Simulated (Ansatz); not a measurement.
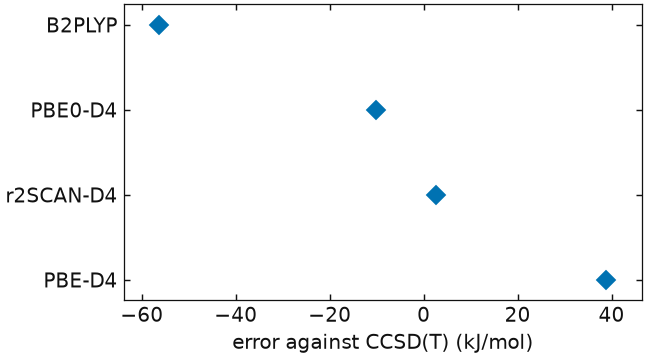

Error in the electronic atomisation energy (method less reference, so positive means overbinding) of C₂H₆ClFSi, SMILES C[Si@@H](F)CCl: functionals in def2-TZVPP against frozen-core CCSD(T) at the limit (MP2 extrapolated from triple and quadruple zeta, plus CCSD(T) less MP2 in a smaller set), which gives 4062.7 kJ/mol, at a PBE0-D4/def2-TZVP geometry (no frequency check), no zero-point or spin-orbit term, the Ansatz code. The reference leaves out core correlation, a term that grows with the number of heavy atoms. B2PLYP holds a correlation term that converges slowly with the basis, so part of the distance to the limit is basis error. No dispersion term is added to B2PLYP.

Question: Which of these levels overbind, and which underbind?

Answer: Overbind: PBE-D4. Underbind: B2PLYP. Within 25 kJ/mol of zero, too close to call in view of what the reference leaves out: PBE0-D4 and r2SCAN-D4.

Question: Give the values.

Answer:
| level | kJ/mol |
| --- | --- |
| B2PLYP | −56.2 |
| PBE0-D4 | −10.2 |
| r2SCAN-D4 | 2.5 |
| PBE-D4 | 38.9 |

Limits of at least one run: one conformer of a flexible molecule.
